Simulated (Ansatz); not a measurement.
```xyz
7

Al   -0.0902    0.3170    0.6444
H    -0.5246    1.8311    0.7515
F     1.4631   -0.0228    0.1949
F    -1.2259   -0.7937    0.1900
N     0.0874   -0.3095    2.6138
H    -0.6528   -0.7335    3.1499
H     0.9429   -0.2886    3.1455
```

Method: Ansatz 0.2.0, UHF/6-31G*.

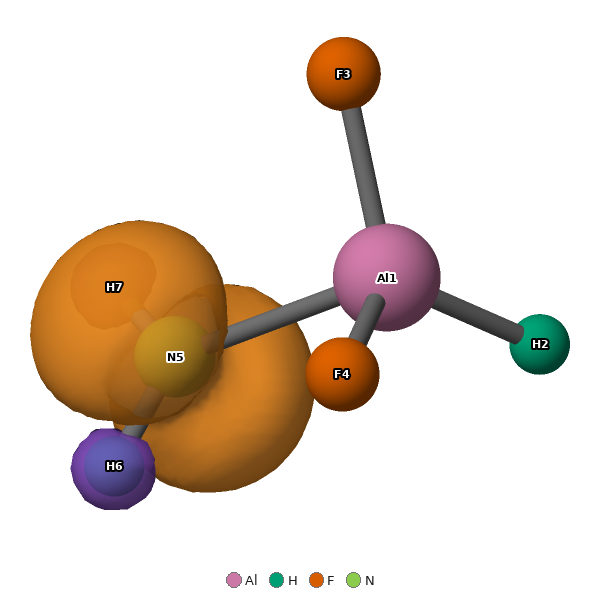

AlF2H3N (doublet). Isosurfaces of the spin density (α minus β) at +0.04 (orange) and −0.04 e/Å³ (purple), seen at an oblique angle.

Describe the spin distribution.

Answer. The unpaired spin (1 electron) lies mostly on N5 (about 0.9), in electrons by Hirshfeld's partition.
